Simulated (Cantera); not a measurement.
Charge: 1 mol Fe₂O₃, a varied amount of H₂, 0.13 mol H₂O, equilibrated at 1500 °C and 0.100 bar.

Cantera equilibrium calculation (NASA polynomials, part measured and part estimated; ideal gas, pure solids and liquids). Candidate condensed phases: Fe, FeO, Fe(OH)₂, Fe(OH)₃, Fe₂O₃, Fe₃O₄, H₂O; 12 gas species. Mutual solubility and eutectic melting of coexisting phases are not modelled. The tables' stoichiometric FeO is somewhat more stable than real wüstite, so its field is too wide. FeO: taken at fixed stoichiometry. Kinetics and transport are ignored.

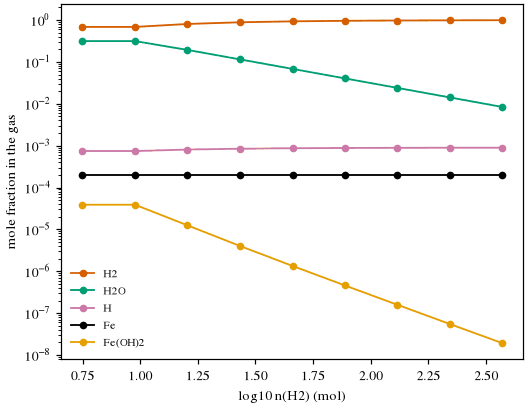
Fig. 1. Equilibrium gas composition (values under 1e-9 drawn at 1e-9)

From 5.6 mol H₂ to 9.5 mol H₂ the condensed part is Fe(δ) + FeO(l). From 16 mol H₂ to 370 mol H₂ the condensed part is Fe(δ). The main Fe-bearing gas is Fe throughout.
